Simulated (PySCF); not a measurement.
SMILES SS at its PBE0/def2-SVP optimised geometry (Å):

```
4

S     -0.9385    -0.6707     0.0000
S      1.1341    -0.6707     0.0000
H     -1.1341     0.6707     0.0000
H      1.3297    -0.6944    -1.3412
```

Level of theory: PBE0/def2-TZVP (PySCF). Cells within 0.4 Å of a nucleus heavier than hydrogen are left out (blank, or x).

Map of the LUMO amplitude (bohr^(-3/2)) on the plane z = 0.0 Å; orbital energy -1.07 eV, overall sign arbitrary:

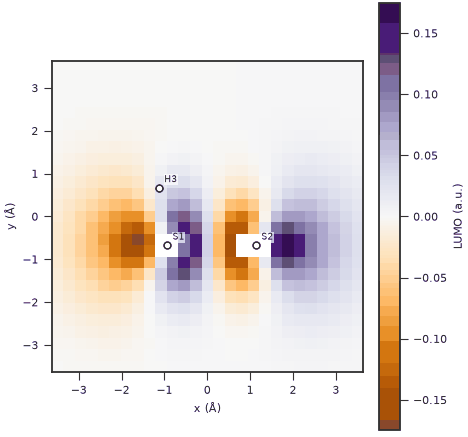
*LUMO amplitude (bohr^(-3/2)) on the plane z = 0.0 Å.*
